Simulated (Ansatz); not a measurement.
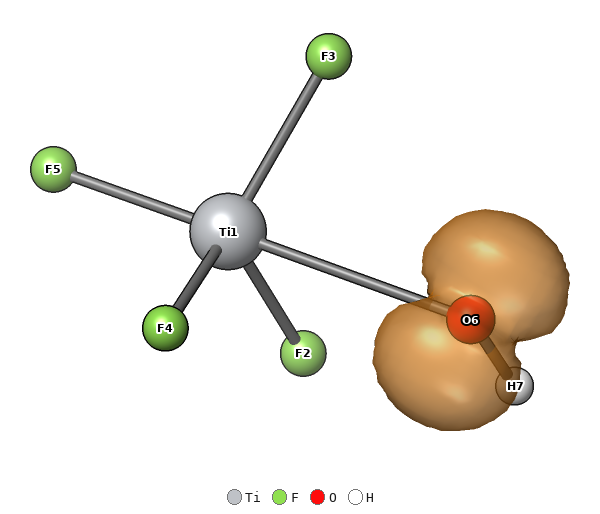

Figure 1: F₄HOTi (doublet). Isosurfaces of the spin density at +0.1 (orange) and −0.1 e/Å³ (purple), seen at an oblique angle.

Computed with UKS B3LYP-D4/def2-SVP (Ansatz 0.2.0).

```yaml
atoms:
  - { symbol: Ti, position_ang: [-0.1290, -0.2148, 0.4798] }
  - { symbol: F, position_ang: [-0.8851, -1.4111, 1.5247] }
  - { symbol: F, position_ang: [1.6155, -0.2218, 0.5000] }
  - { symbol: F, position_ang: [-0.9182, 1.3404, 0.4512] }
  - { symbol: F, position_ang: [-0.4841, -0.8397, -1.1001] }
  - { symbol: O, position_ang: [0.3464, 0.6118, 2.6818] }
  - { symbol: H, position_ang: [-0.0579, -0.0658, 3.2716] }
```

### Where is the unpaired spin?

The unpaired spin (1 electron) lies mostly on O6 (about 0.9), in electrons by Hirshfeld's partition. Only one sign reaches the isovalue.
